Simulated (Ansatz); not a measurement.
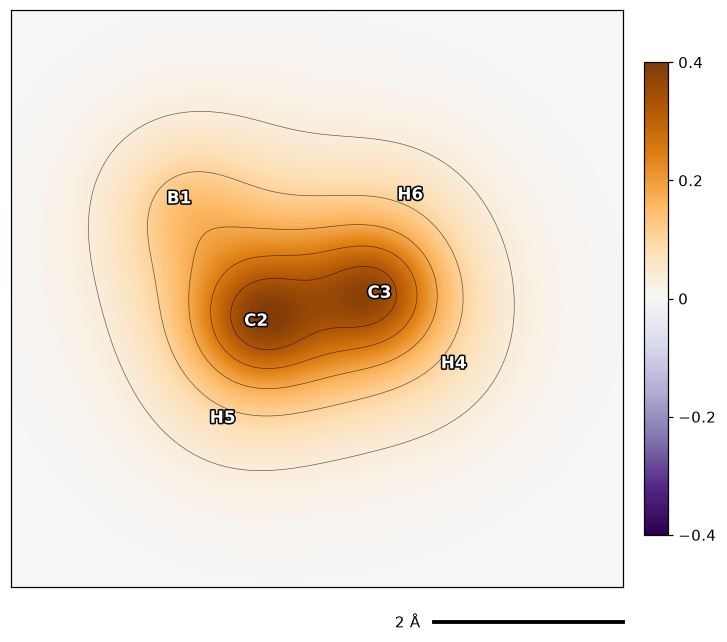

The picture shows: C2H3B. The HOMO−1 on a plane 0.8 Å above the molecular plane (values in Å⁻³ᐟ²; the overall sign is arbitrary).

Geometry: PBE0-D4/def2-TZVP.

Method: RKS PBE0-D4/def2-TZVPP (Ansatz 0.2.0).

```yaml
atoms:
  - { symbol: B, position_ang: [-1.6338, -0.5258, -0.9498] }
  - { symbol: C, position_ang: [-0.4867, -0.9136, -0.0138] }
  - { symbol: C, position_ang: [0.1619, 0.1929, 0.3713] }
  - { symbol: H, position_ang: [1.0184, 0.1866, 1.0396] }
  - { symbol: H, position_ang: [-0.1869, -1.9002, 0.3268] }
  - { symbol: H, position_ang: [-0.1596, 1.1715, 0.0152] }
```

**What is the character of this orbital?**

It lies mainly on C2 (about 40 %), C3 (about 40 %) and B1 (about 10 %); it changes sign across the molecular plane (π type); π-bonding across C2–C3. Its energy is −9.21 eV.
